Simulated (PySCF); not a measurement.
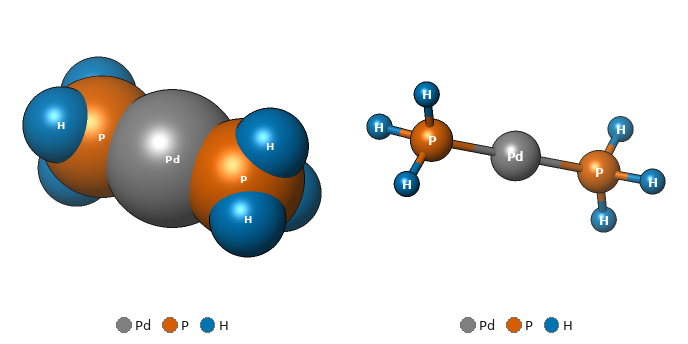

Both panels show the same species.

The species is neutral and a spin singlet. The computed structure is the end point of a PBE0-D3(BJ)/def2-SVP optimisation. No frequency run is at hand to confirm it as a minimum.

> What is the molecular formula?

H6P2Pd, 9 atoms: 6 hydrogen, 2 phosphorus and 1 palladium.

> Write the SMILES.

[PH3]->[Pd]<-[PH3]

More results for the same structure follow; atom numbers are the same in all pictures, views and colours differ.

## Geometry

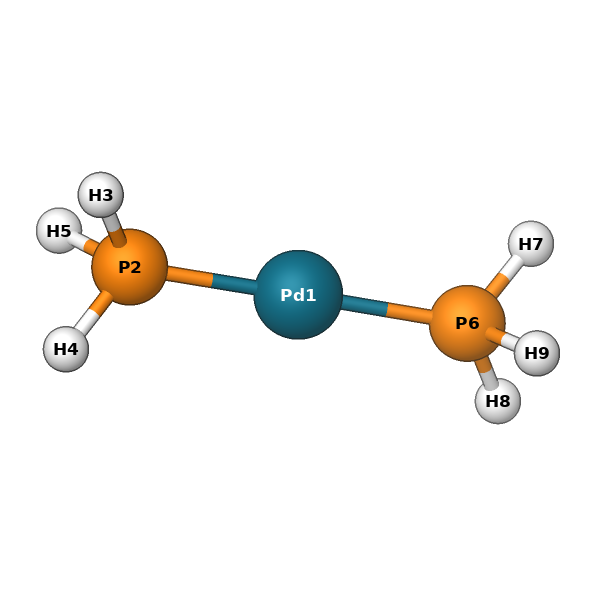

The atoms are numbered. No frequency run is at hand to confirm it as a minimum.

> What is the geometry at Pd1?

Pd1 has 2 neighbours (P2 at 2.26, P6 at 2.26 Å); the arrangement is linear.

## Electronic properties

No frequency run is at hand to confirm it as a minimum. Method: PBE0/def2-SVPD, gas phase, core potentials on Pd (PySCF 2.14.0). Excitations: vertical, linear response.

> Give the brightest of the 10 lowest singlets at this level.

4.23 eV.

> Estimate the lowest vertical singlet excitation.

3.75 eV.

> What is the dipole moment?

0.03 D.

> Give the mean static polarisability at this level.

97.4 bohr³.

## Metal centre

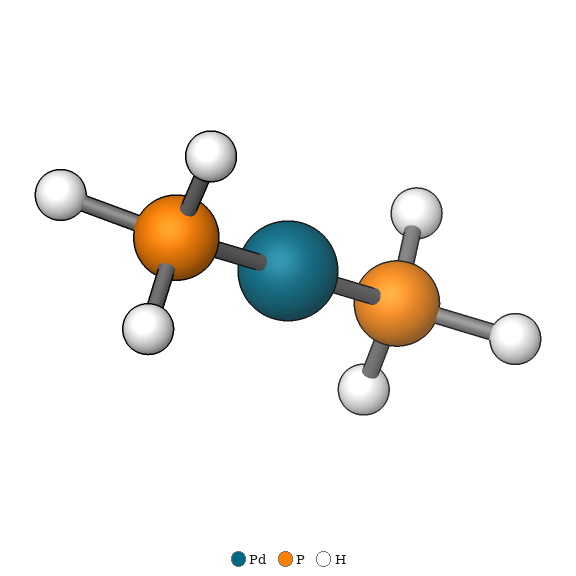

A molecule with one transition-metal atom. No frequency run is at hand to confirm it as a minimum.

> Describe the coordination sphere.

Pd binds 2 atoms: 2 P at 2.26 Å. The arrangement is linear.

> What are the formal oxidation state of the metal and its number of d electrons?

Pd(0), d¹⁰, counting the ligands as closed-shell ions or neutral donors.

## NMR shielding

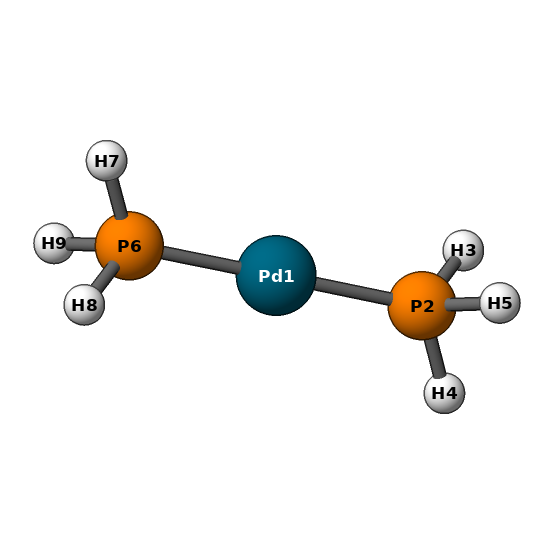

No frequency run is at hand to confirm it as a minimum. Method: GIAO PBE0/pcSseg-1 (def2-TZVP on Pd) NMR shielding, non-relativistic, gas phase, but for def2 core potentials on Pd (PySCF 2.14.0). Principal shieldings σ11 ≤ σ22 ≤ σ33, span Ω = σ33 − σ11, skew κ = 3(σiso − σ22)/Ω.

Give the shielding tensors of the P atoms.

```tsv
atom	σ11	σ22	σ33	σiso	Ω	κ
P2, P6	535.4	535.8	563.2	544.8	27.8	0.98
```

Shieldings and span in ppm.

## Charges

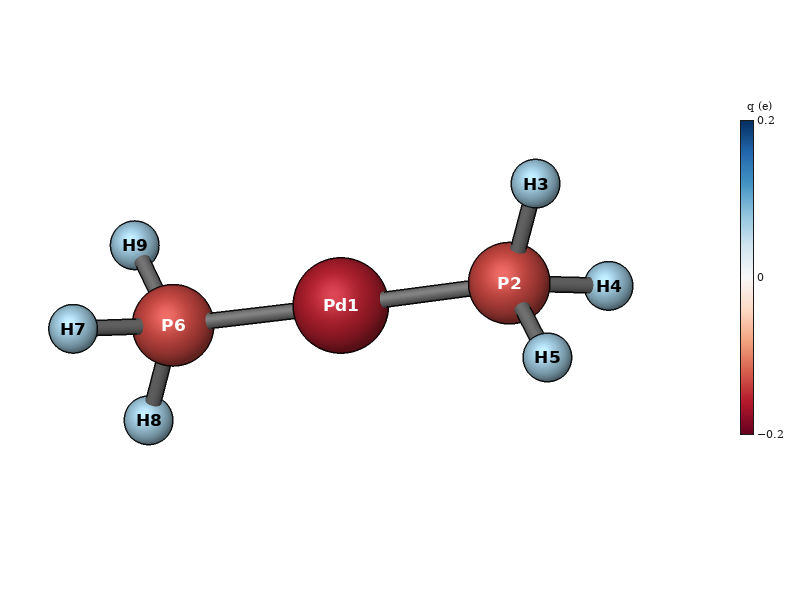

Atoms are coloured by their Mulliken charges. No frequency run is at hand to confirm it as a minimum. Method: PBE0/pcSseg-1 (def2-TZVP on Pd), gas phase, core potentials on Pd (PySCF 2.14.0).

List the Mulliken charges.

| atom | value (e) |
| --- | --- |
| Pd1 | −0.15 |
| P2 | −0.13 |
| H3 | 0.07 |
| H4 | 0.07 |
| H5 | 0.07 |
| P6 | −0.13 |
| H7 | 0.07 |
| H8 | 0.07 |
| H9 | 0.07 |

Mulliken values depend strongly on the basis set and can even reverse the polarity of a bond.
